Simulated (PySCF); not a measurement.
# AlH2Cl (SMILES [H][Al]([H])[Cl]): levels of theory compared

We compute a comparison of 6 runs (CCSDT(Q)/STO-3G, CCSDT/STO-3G, QCISD(T)/STO-3G, CISD/STO-3G, CCSD(T)/STO-3G, FCI/STO-3G) of AlH2Cl. Input form: a Python script.

Program for the calculation: PySCF 2.14.0.

9 further runs of the same task are left out: 9 set aside as unsound or not needed.

## 1. Starting point

AlH2Cl has 4 atoms, charge 0, and is taken as a singlet. SMILES: `[H][Al]([H])[Cl]`. The Al1–H2 distance was set to 2.306 Å, away from the relaxed value. At this shape a bond of the SMILES string is far longer than usual.

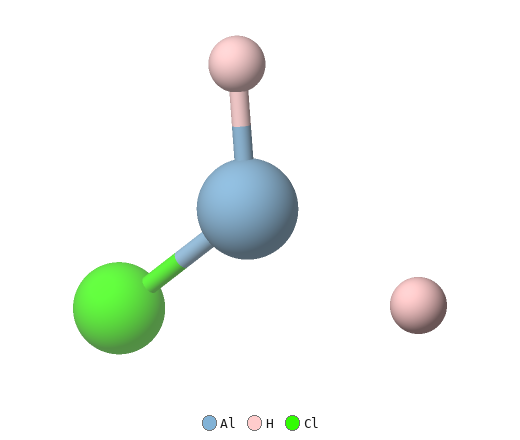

The structure, seen from a chosen angle (aluminium light blue, hydrogen pink, chlorine green).

## 2. A single-point energy at CCSDT(Q)/STO-3G (run 1)

geometry.xyz reads:

```xyz
4
AlClH2
Al    -0.718818     0.069645    -0.009955
H      1.587020     0.109500     0.013310
H     -1.419688     1.438155    -0.027255
Cl    -1.754308    -1.657165     0.000645
```

run.py reads:

```python
from pyscf import gto, cc

mol = gto.Mole()
mol.atom = 'geometry.xyz'
mol.charge = 0
mol.verbose = 3
mol.basis = 'sto-3g'
mol.max_memory = 1860
mol.build()

mf = mol.RHF()
mf.conv_tol = 1e-10
mf.kernel()
if not mf.converged:
    mf = mf.newton().run(mf.mo_coeff, mf.mo_occ)

mycc = cc.CCSDT(mf, frozen=10)
mycc.kernel()
e_bracket, e_q = mycc.ccsdt_q()
e_final = mycc.e_tot + e_q
print('E = %.10f Eh' % e_final)
```

Started as:

```sh
$ OMP_NUM_THREADS=1 python run.py
```

Standard output:

```text
converged SCF energy = -694.680731052952
_make_eris_incore_RCCSDT

WARN: A large `blksize` is being used, which may cause large memory consumption
      for storing contraction intermediates. If memory is sufficient, consider using
      `pyscf.cc.rccsdt_highm.RCCSDT` instead.

WARN: A large `blksize_oovv` is being used, which may cause large memory consumption
      for storing contraction intermediates. If memory is sufficient, consider using
      `pyscf.cc.rccsdt_highm.RCCSDT` instead.

WARN: A large `blksize_oooo` is being used, which may cause large memory consumption
      for storing contraction intermediates. If memory is sufficient, consider using
      `pyscf.cc.rccsdt_highm.RCCSDT` instead.

RCCSDT converged
E(RCCSDT) = -694.7674161589418   E_corr = -0.08668510598971549
E_corr(same-spin) = -0.00318644514962326
E_corr(oppo-spin) = -0.0834986608400922
_make_eris_incore_RCCSDT
E = -694.7673970173 Eh
```

Run time: 0.99 s. Hardware: 1 thread of Arm Neoverse V2, shared host; peak memory 0.12 GiB.

## 3. The energy at CCSDT/STO-3G (run 2)

run.py reads:

```python
from pyscf import gto, scf, cc

mol = gto.M(
    atom='''
Al  -0.718818   0.069645  -0.009955
H    1.587020   0.109500   0.013310
H   -1.419688   1.438155  -0.027255
Cl  -1.754308  -1.657165   0.000645
''',
    verbose=3,
    charge=0,
    basis='sto-3g',
    max_memory=1860,
)

hf = scf.RHF(mol)
hf.conv_tol = 1e-10
hf.kernel()
if not hf.converged:
    hf = hf.newton().run(hf.mo_coeff, hf.mo_occ)

mycc = cc.CCSDT(hf, frozen=10)
mycc.kernel()
energy = mycc.e_tot
print('E = %.10f Eh' % energy)
```

Started as:

```sh
$ OMP_NUM_THREADS=1 python run.py
```

Standard output:

```text
converged SCF energy = -694.680731052952
_make_eris_incore_RCCSDT

WARN: A large `blksize` is being used, which may cause large memory consumption
      for storing contraction intermediates. If memory is sufficient, consider using
      `pyscf.cc.rccsdt_highm.RCCSDT` instead.

WARN: A large `blksize_oovv` is being used, which may cause large memory consumption
      for storing contraction intermediates. If memory is sufficient, consider using
      `pyscf.cc.rccsdt_highm.RCCSDT` instead.

WARN: A large `blksize_oooo` is being used, which may cause large memory consumption
      for storing contraction intermediates. If memory is sufficient, consider using
      `pyscf.cc.rccsdt_highm.RCCSDT` instead.

RCCSDT converged
E(RCCSDT) = -694.7674161589418   E_corr = -0.08668510598971549
E_corr(same-spin) = -0.00318644514962326
E_corr(oppo-spin) = -0.0834986608400922
E = -694.7674161589 Eh
```

Wall time 0.68 s (1 thread of Arm Neoverse V2, shared host); peak memory 0.1 GiB.

Runs 3 to 5 aren't shown in full; the table further down has their settings and results.

## 4. The energy at FCI/STO-3G (run 6)

calc.py reads:

```python
from pyscf import gto, scf, mcscf

molecule = gto.Mole()
molecule.atom = '''
Al      -0.718818       0.069645      -0.009955
H        1.587020       0.109500       0.013310
H       -1.419688       1.438155      -0.027255
Cl      -1.754308      -1.657165       0.000645
'''
molecule.verbose = 4
molecule.basis = 'sto-3g'
molecule.max_memory = 1860
molecule.charge = 0
molecule.build()

hf = scf.RHF(molecule)
hf.conv_tol = 1e-10
hf.kernel()
if not hf.converged:
    hf = hf.newton().run(hf.mo_coeff, hf.mo_occ)

cas = mcscf.CASCI(hf, hf.mo_coeff.shape[-1] - 10, (molecule.nelec[0] - 10, molecule.nelec[1] - 10))  # full CI above the frozen core
cas.fix_spin_(ss=0.0)
cas.kernel()
e_tot = cas.e_tot
print('E(%s) = %.9f' % ('FCI', e_tot))
```

Started as:

```sh
$ OMP_NUM_THREADS=1 python calc.py
```

Standard output:

```text
PySCF version 2.14.0

[... 54 lines left out ...]
converged SCF energy = -694.680731052952
[... 1 line left out ...]
******** <class 'pyscf.mcscf.casci.CASCI'> ********
CAS (6e+6e, 10o), ncore = 10, nvir = 0
natorb = False
canonicalization = True
sorting_mo_energy = False
******** <class 'pyscf.fci.addons.SpinPenaltyFCISolver'> ********
max. cycles = 200
conv_tol = 1e-08
davidson only = True
linear dependence = 1e-12
level shift = 0.001
max iter space = 12
nroots = 1
pspace_size = 400
spin = None
Density matrix diagonal elements [1.9985973  1.97707452 1.9839984  1.99514298 1.98949402 1.81107194
 0.19100001 0.01045531 0.02455554 0.01860999]
CASCI converged
CASCI E = -694.767390541747  E(CI) = -27.0253706711361  S^2 = 0.0000000
E(FCI) = -694.767390542
```

Run time: 1.1 s. Hardware: 1 thread of Arm Neoverse V2, shared host; peak memory 0.12 GiB.

## 5. The series

```
run            level  energy (Eh)  dipole moment (D) of the reference  HOMO energy (eV)  LUMO energy (eV)  wall time
  1  CCSDT(Q)/STO-3G  -694.767397                                1.96             -6.73              6.13     0.99 s
  2     CCSDT/STO-3G  -694.767416                                1.96             -6.73              6.13     0.68 s
  3  QCISD(T)/STO-3G  -694.767038                                1.96             -6.73              6.13      0.7 s
  4      CISD/STO-3G  -694.762534                                1.96             -6.73              6.13     0.64 s
  5   CCSD(T)/STO-3G  -694.766893                                1.96             -6.73              6.13     0.62 s
  6       FCI/STO-3G  -694.767391                                1.96             -6.73              6.13      1.1 s
```

## 6. Results

| quantity | value |
| --- | --- |
| run 6: total energy | -694.76739 Eh |
| run 6: dipole moment (Hartree–Fock density) | 1.96 D |
| run 6: HOMO energy (Hartree–Fock orbitals) | -6.73 eV |
| run 6: LUMO energy (Hartree–Fock orbitals) | 6.13 eV |
| run 6: HOMO–LUMO gap (Hartree–Fock orbitals) | 12.85 eV |
| run 6: correlation energy (10 core orbitals frozen) | -86.7 mEh |

In words: Against full CI in this basis: CCSDT(Q) -0.0 mEh; CCSDT -0.0 mEh; QCISD(T) +0.4 mEh; CISD +4.9 mEh; CCSD(T) +0.5 mEh. In runs 1, 2, 3, 4, 5, 6 the basis is minimal, so the values are rough. All runs together took 4.7 s, the longest 1.1 s.
